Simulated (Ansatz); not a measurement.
The calculation's input:

```
crystal:
  periodic: [false, false, false]
  atoms:
    - {symbol: B, position_ang: [0.672002, 1.022480, -0.403577]}
    - {symbol: H, position_ang: [1.360536, 1.401650, -1.304602]}
    - {symbol: H, position_ang: [0.450162, 1.756442, 0.516333]}
    - {symbol: C, position_ang: [0.060615, -0.385896, -0.389996]}
    - {symbol: C, position_ang: [-0.707476, -0.792956, 0.633576]}
    - {symbol: H, position_ang: [0.230598, -1.091578, -1.202585]}
    - {symbol: H, position_ang: [-0.908573, -0.128433, 1.469935]}
    - {symbol: H, position_ang: [-1.157844, -1.781709, 0.680927]}
basis:
  gaussian: {orbitals: def2-TZVP, initial_orbitals: start.molden}
hamiltonian: {xc: pbe0, dispersion: d4}
output: {orbitals: {seedname: orbitals}}
```

Command:

```sh
ansatz run in.yaml --threads 4 --pin off --events-out ev --progress --plain --max-ram 3916MiB
```

Geometry: r2SCAN-D4/def2-TZVP.

The calculation used RKS PBE0-D4/def2-TZVP in Ansatz.

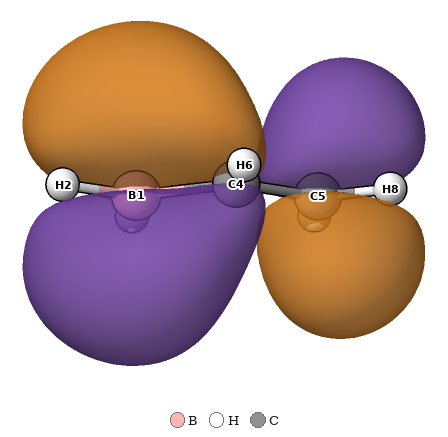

C2H5B (BH2(vinyl)). The LUMO at ±0.06 Å⁻³ᐟ² (orange and purple are the two phases), seen from one side.

What is the character of this orbital?

Its weight (Hirshfeld) is mainly on B1 (about 40 %), C5 (about 25 %) and C4 (about 15 %); it changes sign across the molecular plane (π type); π-bonding across B1–C4; π-antibonding (a node) across C4–C5. Its energy is −2.10 eV.
